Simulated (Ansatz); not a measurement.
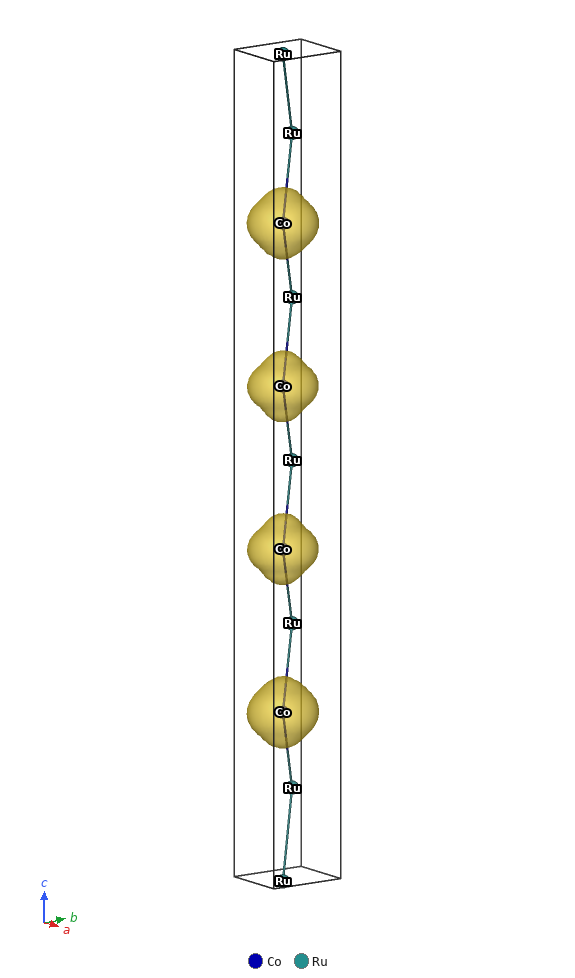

Co2Ru3. Isosurfaces of the magnetisation density (up minus down) at +0.06 (yellow) and −0.06 e/Å³ (cyan), seen slightly off an axis. Sticks mark near contacts.

Space group P-6m2; a structure generated by program, which may or may not match a known phase; the SCF solution may not be the lowest one; the program warned that another magnetic order may lie lower; spin-polarised.

These are results of DFT PBE, scalar-relativistic, plane waves, PAW (Ansatz), not measurements.

Core electrons are frozen (PAW), and the valence fields are smoothed inside the atomic spheres.

```cif
data_structure
_symmetry_space_group_name_H-M 'P 1'
_symmetry_Int_Tables_number 1
_cell_length_a 2.6651
_cell_length_b 2.6651
_cell_length_c 20.6090
_cell_angle_alpha 90.000
_cell_angle_beta 90.000
_cell_angle_gamma 120.000
_cell_volume 126.77
loop_
_atom_site_label
_atom_site_type_symbol
_atom_site_fract_x
_atom_site_fract_y
_atom_site_fract_z
_atom_site_occupancy
Co1 Co 0.66667 0.33333 0.79559 1
Co2 Co 0.66667 0.33333 0.20441 1
Co3 Co 0.66667 0.33333 0.40140 1
Co4 Co 0.66667 0.33333 0.59860 1
Ru1 Ru 0.33333 0.66667 0.69704 1
Ru2 Ru 0.33333 0.66667 0.89568 1
Ru3 Ru 0.33333 0.66667 0.10432 1
Ru4 Ru 0.33333 0.66667 0.30296 1
Ru5 Ru 0.33333 0.66667 0.50000 1
Ru6 Ru 0.66667 0.33333 0.00000 1
```

Where is the spin, and how is it ordered?

Answer. The spin density sits on Co: +1.2 μB (×2) and +1.0 μB (×2) in one cell of 10 atoms, with smaller moments on other sites: Ru (±0.06 μB): parallel moments (a ferromagnetic arrangement) in this solution. The cell of the calculation (10 atoms) carries 4.4 μB of net spin moment. Only one sign reaches the isovalue.
